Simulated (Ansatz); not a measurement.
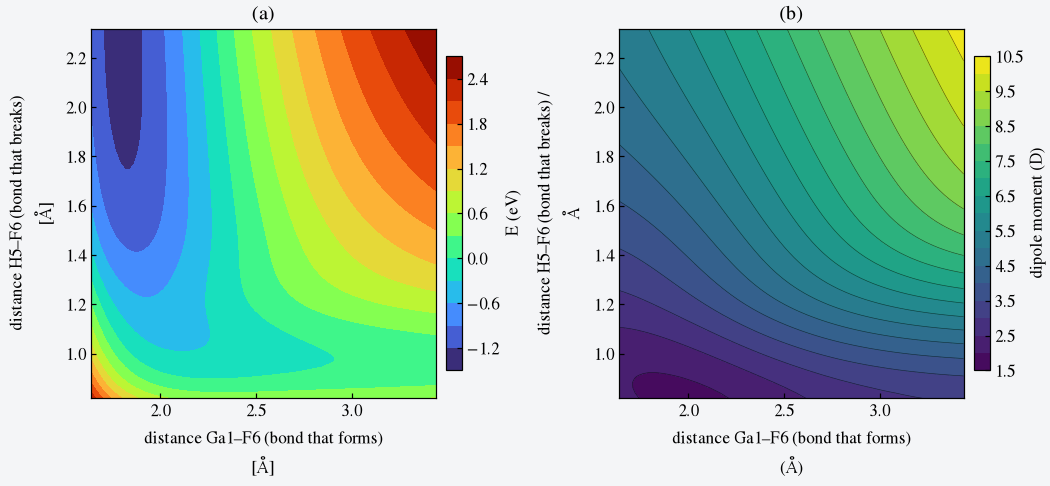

The reacting system FGaH₅N (fragments GaH₄N + FH where the first distance is long, FGaH₅N where the second is long). 
- The first coordinate is: distance Ga1–F6 (bond that forms); the second: distance H5–F6 (bond that breaks).
- Relaxed at each point: all other coordinates.
- The scan uses a 7 × 7 grid.
- Points are written as (first, second).
- Energies: eV, counted from a guessed transition structure relaxed with its forming and breaking bonds held.
- The reference is spin-restricted, so regions where a bond is pulled apart into radicals lie too high.
- All numbers below come from Ansatz 0.2.0, RKS r2SCAN0-D4/def2-SVP.

Panel (a) is the energy and panel (b) the computed dipole moment on the same grid.

In the figure: filled contours. Between grid points the surface is interpolated.

> How does the dipole moment vary over the map, and what is it at the lowest grid point?

Leaving out the highest fifth of the energies, it runs from 1.9 D at (2.094 Å, 0.819 Å) to 7.6 D at (2.722 Å, 2.013 Å). At the lowest grid point, (1.830 Å, 2.319 Å), it is 5.6 D. That point lies on the edge of the scan.

| second ↓, first → | 1.638 | 1.830 | 2.094 | 2.395 | 2.722 | 3.071 | 3.438 |
| --- | --- | --- | --- | --- | --- | --- | --- |
| 2.319 | 5.2 | 5.6 | 6.2 | 7.1 | 8.1 | 9.2 | 10.2 |
| 2.013 | 4.8 | 5.1 | 5.7 | 6.6 | 7.6 | 8.7 | 9.7 |
| 1.723 | 4.2 | 4.5 | 5.1 | 6.0 | 7.0 | 8.0 | 9.0 |
| 1.450 | 3.6 | 3.8 | 4.4 | 5.2 | 6.2 | 7.1 | 7.8 |
| 1.199 | 2.8 | 3.0 | 3.5 | 4.2 | 5.0 | 5.6 | 5.9 |
| 0.979 | 2.2 | 2.1 | 2.4 | 2.9 | 3.4 | 3.8 | 4.0 |
| 0.819 | 2.2 | 1.9 | 1.9 | 2.2 | 2.6 | 2.9 | 3.1 |
